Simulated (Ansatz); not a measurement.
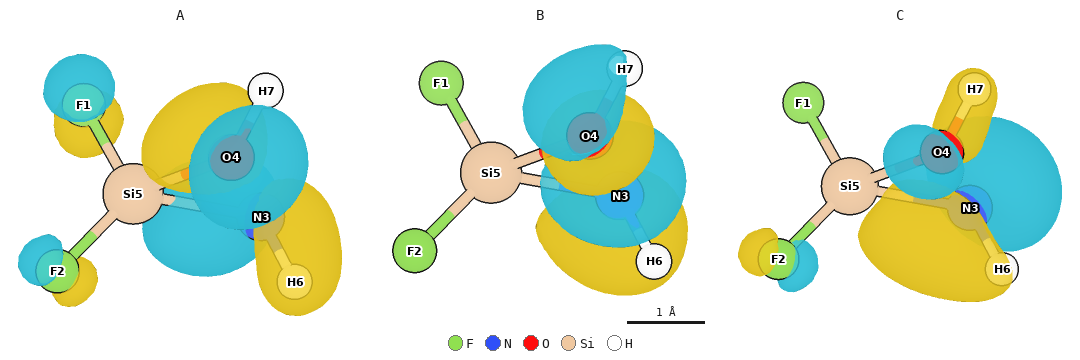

F$_{2}$H$_{2}$NOSi (charge +1). Three frontier orbitals at ±0.15 Å⁻³ᐟ² (yellow and cyan are the two phases), in no order.

Geometry: B3LYP/6-31G*.

Computed with isolated molecule in a Gaussian basis; Kohn-Sham density functional theory, functional PBE0 (Ansatz).

```xyz
7

F    -1.8225    1.2080   -2.9526
F    -2.6605   -0.0166   -0.7791
N    -0.6827   -1.3049   -2.4655
O     0.0195   -0.2707   -1.4364
Si   -1.6434    0.0275   -1.9559
H    -0.6691   -2.1853   -1.9343
H     0.8009    0.0959   -1.9156
```

> Which picture is the HOMO−1, the HOMO and the LUMO?

A is the HOMO−1 (−17.71 eV). Its weight (Hirshfeld) is mainly on O4 (about 45 %), N3 (about 25 %), Si5 (about 10 %) and F1 (about 5 %); largely a combination of lone pairs on O4, N3 and F1. C is the HOMO (−15.80 eV). By Hirshfeld shares it lies mainly on N3 (about 70 %), O4 (about 10 %) and Si5 (about 10 %); largely a lone pair of N3. B is the LUMO (−8.22 eV). By Hirshfeld shares it lies mainly on N3 (about 50 %) and O4 (about 30 %).

> What is the HOMO–LUMO gap?

7.58 eV between the orbital energies.
